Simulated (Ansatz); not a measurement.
## Electronic structure of CH2PSi (doublet) in real space

```xyz
5

C    -1.9195    1.3207    0.9188
P    -2.1864    2.4777    1.9399
Si   -1.5488   -0.1056   -0.1116
H    -0.4673    0.1277   -1.1076
H    -2.7501   -0.7657   -0.6922
```

Geometry: B3LYP-D3(BJ)/def2-SVP.

Method: isolated molecule in a Gaussian basis; Kohn-Sham density functional theory, functional PBE0 in Ansatz.

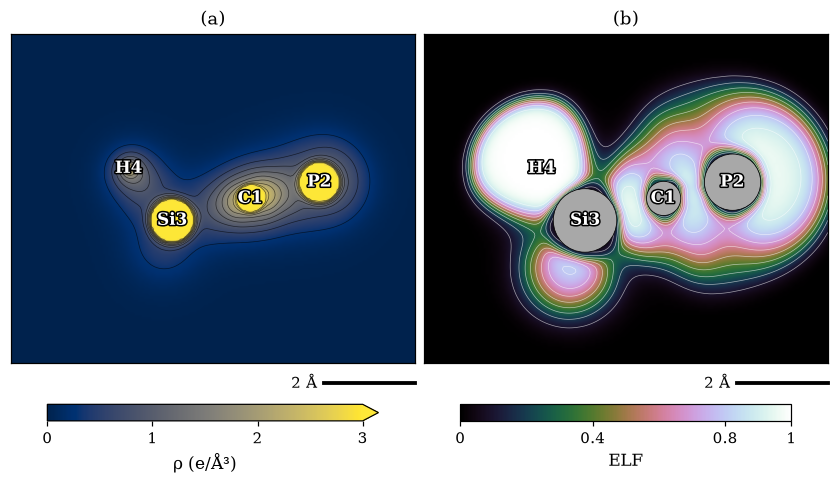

Figure 1. (a) total electron density; (b) electron localisation function on the plane of atoms C1, Si3 and H4. Grey discs cover the atomic cores in the ELF map.

Q: Describe what can be read from this map.

A: The plane passes through C, P, Si and H nuclei. C–P (1.57 Å): ρ is about 1.6 e/Å³ halfway; the ELF peaks at about 0.90 between the atoms: a covalent bond. C–Si (1.80 Å): ρ at the midpoint is about 1 e/Å³; the ELF peaks at about 0.95 between the atoms: a covalent bond. Si–H (1.49 Å): ρ is about 0.8 e/Å³ halfway; the ELF climbs to about 1 towards the hydrogen, as it does in any bond to H. The ELF also peaks beside P2, away from the bonds: non-bonding electrons, paired or unpaired.

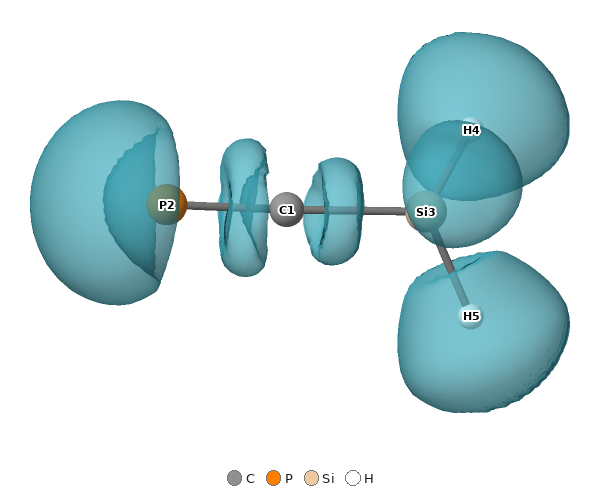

Figure 2. Isosurface of the ELF at 0.8 (cyan), seen at a tilt. Only the valence region is drawn (cores and ρ < 0.01 e/Å³ removed).

Q: Where are the electrons localised?

A: At this value the surface marks out one region between bonded C–P atoms (shared pairs), one region between bonded C–Si atoms (shared pairs), two regions around hydrogen nuclei, one lobe on P, pointing away from the bonds (non-bonding electrons) and one lobe on Si, pointing away from the bonds (non-bonding electrons).

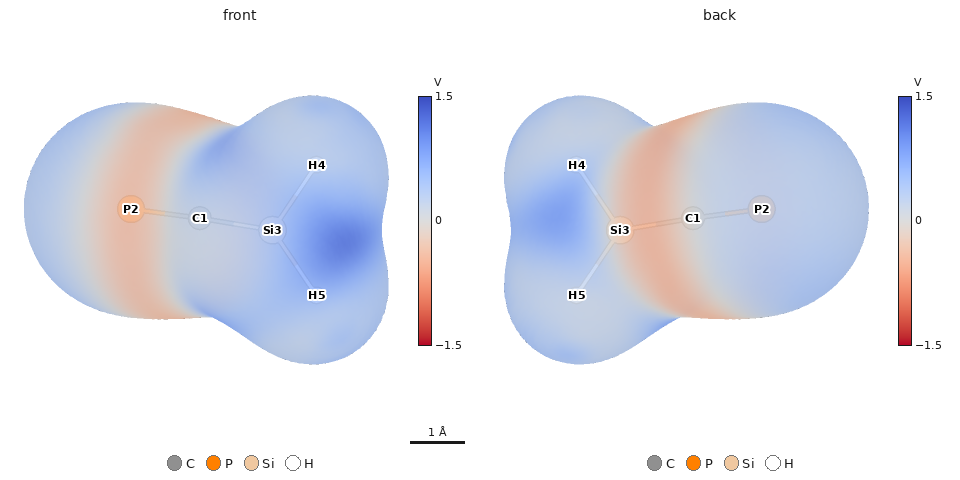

Figure 3. The electrostatic potential painted on the density surface at 0.002 e/bohr³, seen from the front and from behind; red is negative and blue positive.

Q: Describe the electrostatic potential map.

A: The most negative region (about −0.5 V) lies over C1, the most positive (about +1.1 V) over Si3.

Q: How polar is the molecule by this calculation?

A: Its dipole moment is 0.44 D.

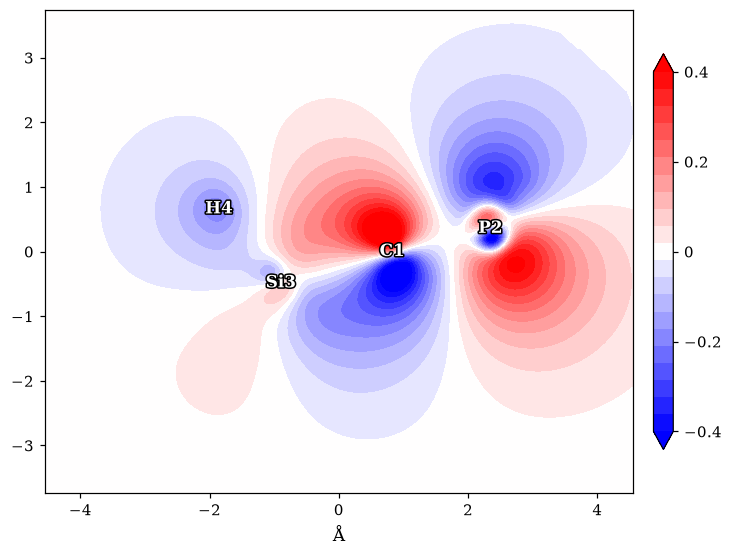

Figure 4. One frontier orbital on the plane of atoms C1, Si3 and H4 (values in Å⁻³ᐟ²; the overall sign is arbitrary).

Q: Which orbital is it: HOMO (α) or LUMO (α)?

A: The LUMO (α), at −2.00 eV. Its weight (Hirshfeld) is mainly on P2 (about 55 %), C1 (about 30 %) and Si3 (about 15 %); π-antibonding (π*) across P2–C1.
